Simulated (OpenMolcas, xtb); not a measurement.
A ladder of methods for CH5AlO (SMILES [CH3][AlH][OH])

CH5AlO: 8 atoms, total charge 0, spin state singlet. SMILES: `[CH3][AlH][OH]`. Geometry: relaxed at PBE0-D4/def2-TZVP. This is one conformer, not always the lowest.

Quantity: the HOMO–LUMO gap, in eV. The values are calculated.

| level | kind | program | value (eV) | CPU time |
| --- | --- | --- | --- | --- |
| GFN2-xTB | semi-empirical | xtb | 4.70 | under 2 s |
| HF/aug-cc-pVDZ | Hartree–Fock | OpenMolcas | 11.89 | 20 s |
| SVWN5/aug-cc-pVDZ | LDA | OpenMolcas | 5.24 | 49 s |
| BLYP/aug-cc-pVDZ | GGA | OpenMolcas | 5.36 | 69 s |
| TPSS/aug-cc-pVDZ | meta-GGA | OpenMolcas | 5.70 | 1.7 min |
| PBE0/aug-cc-pVDZ | global hybrid | OpenMolcas | 7.39 | 60 s |
| B2PLYP/aug-cc-pVDZ | double hybrid | OpenMolcas | 9.32 | 56 s |

The values span 4.70 to 11.89 eV. Orbital gaps aren't excitation energies, and those of double hybrids come from the SCF part alone; they tend to grow with the share of exact exchange. Times are those of the runs behind each value, whatever else they computed, on shared processors of several kinds: orders of magnitude only.

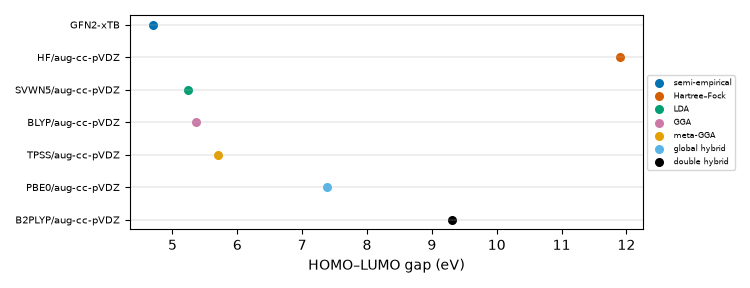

The values of the table, level by level.
